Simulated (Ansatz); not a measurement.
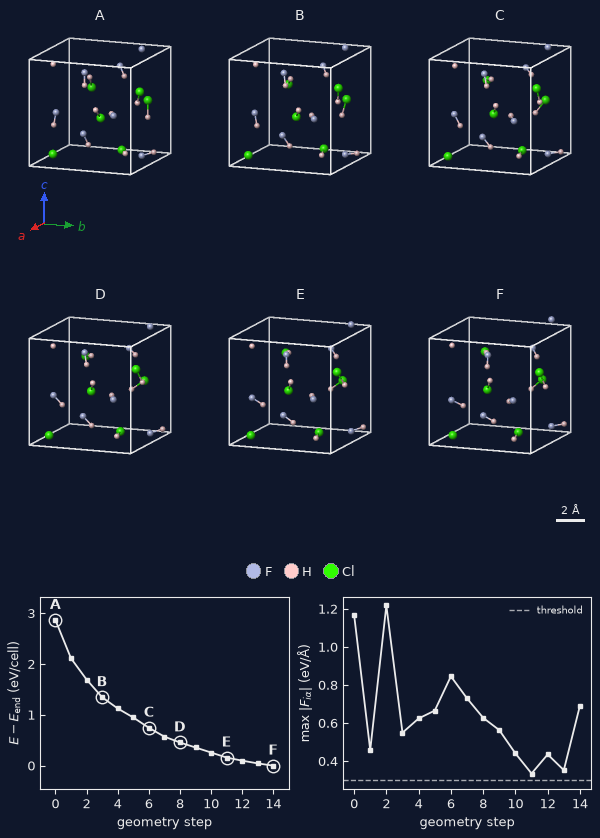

Frames of a relaxation of an amorphous cell of composition H2ClF, marked on the history of the run. The picture is a ball-and-stick view of the cell of the calculation, seen slightly off an axis.

The cell holds 6 HF + 6 HCl. The run prepares the start of a later molecular dynamics calculation, from a guessed geometry.

The calculation used DFT PBE, scalar-relativistic, plane waves, PAW (Ansatz). Settings: plane-wave cutoff 420 eV; k-point mesh 1 × 1 × 1; occupations fermi dirac; smearing width 0.05 eV; no spin polarisation; atoms relaxed in a fixed cell; force threshold 0.3 eV/Å; at most 15 steps.

Describe the path.

The relaxation stopped without meeting its thresholds, so the last structure isn't shown to be converged. It used up its limit of 15 steps. The energy falls by 2.867 eV per cell of the calculation in 14 geometry steps. Largest force component: 1.2 eV/Å at the start, 0.69 eV/Å at the end. The largest move is that of an H atom, 1.34 Å roughly along [1 −3 1]. By element the largest moves are H 1.34 Å, Cl 1.29 Å, F 1.09 Å. The lattice vectors keep their values. Some distances before and after: Cl–H 1.280 → 1.335 Å, F–H 0.934 → 0.967 Å, Cl–H 1.280 → 1.308 Å, F–H 0.934 → 0.945 Å. From step 0 to 3: H and Cl atoms move most (0.46 Å), energy −1.520 eV per cell of the calculation. From step 3 to 6: an H atom moves most (0.51 Å), energy −0.601 eV per cell of the calculation. From step 6 to 8: H atoms move most (0.35 Å), energy −0.290 eV per cell of the calculation. From step 8 to 11: an F atom moves most (0.56 Å), energy −0.297 eV per cell of the calculation. From step 11 to 14: an H atom moves most (0.47 Å), energy −0.159 eV per cell of the calculation.

| step | E − E(0), meV/atom | largest force component, eV/Å |
| --- | --- | --- |
| 0 | 0.00 | 1.1694 |
| 1 | -31.38 | 0.4583 |
| 2 | -48.79 | 1.2180 |
| 3 | -63.32 | 0.5498 |
| 4 | -72.51 | 0.6245 |
| 5 | -79.91 | 0.6659 |
| 6 | -88.35 | 0.8459 |
| 7 | -95.64 | 0.7302 |
| 8 | -100.42 | 0.6280 |
| 9 | -104.53 | 0.5633 |
| 10 | -108.66 | 0.4409 |
| 11 | -112.81 | 0.3354 |
| 12 | -115.34 | 0.4356 |
| 13 | -117.59 | 0.3530 |
| 14 | -119.44 | 0.6923 |

Limits of the set-up: the periodic images lie only 8.0 Å apart, so the values are limited by the cell's size.
